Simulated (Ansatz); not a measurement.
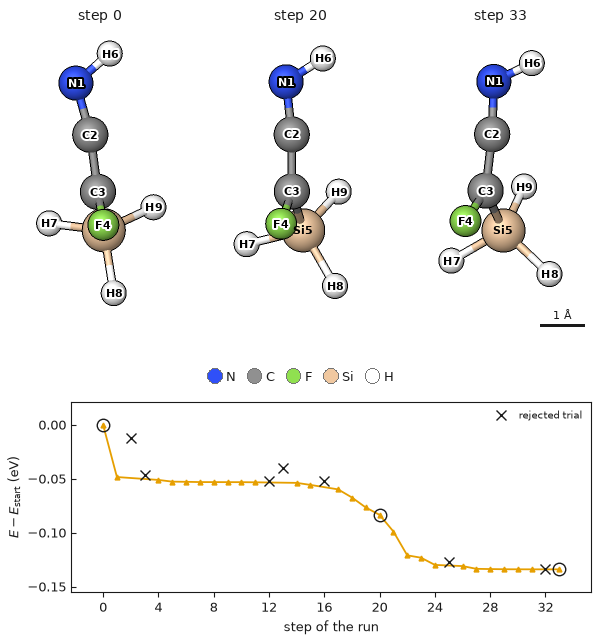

Frames of a relaxation of C2H4FNSi, marked on the history of the run. A ball-and-stick model, seen from a free direction.

The start comes from PBE-D4/def2-SVP.

These are results of RKS PBE0-D4/def2-TZVP in Ansatz, not measurements. (force threshold 0.005 eV/Å; at most 150 steps)

Describe the path.

Over 26 accepted moves (33 points after the start) the energy falls by 0.134 eV. Largest force component: 1.1 eV/Å at the start, 0.004 eV/Å at the end. The line search rejected the trial steps at points 2, 3, 12, 13, 16, 25, 32 of the run. H8 moves most after the best rigid fit: 0.94 Å. Largest moves by element: H 0.94 Å, F 0.89 Å, N 0.42 Å, C 0.30 Å, Si 0.02 Å. Among the contacts that change: C3–Si5 1.889 → 1.859 Å, Si5–H9 1.506 → 1.483 Å, C2–C3 1.335 → 1.315 Å, Si5–H7 1.504 → 1.485 Å. Among the angles between lasting bonds that change: C3–Si5–H9 111.6° → 106.4°, C3–Si5–H8 106.2° → 110.4°, H7–Si5–H9 108.0° → 110.6°. Groups turn about C3–Si5 by about 60°. The run took 2.6 min on 2 threads of Arm Neoverse V1, with other jobs on the host. From step 0 to 20: F and H atoms move most (0.52 Å), energy −0.083 eV. From step 20 to 33: H atoms move most (0.42 Å), energy −0.051 eV.
